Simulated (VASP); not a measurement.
Band structure of CeO₂ (space group Fm-3m). These are modified Becke-Johnson potential (mBJ) with spin-orbit coupling, VASP's PBE PAW potentials (set 64) (plane waves; VASP 6.6.1) values and carry that method's errors.

mBJ is a potential without an energy functional, so only the levels count.

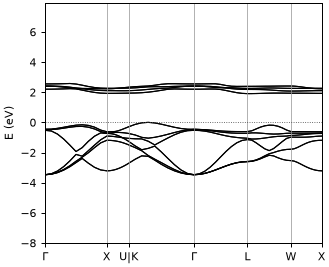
Figure. Bands along high-symmetry lines, zero at the valence-band maximum or, without a gap, the Fermi level

Read the plot: is there a gap, and where are the band edges?

The gap is indirect, 1.91 eV, from the valence maximum at K-Γ at 0.30 to the conduction minimum at L.

The structure comes from a computed database's CeO2 entry (Fm-3m); how it stands against other phases isn't given here. It was relaxed first. The cell's shape comes from a PBE relaxation.
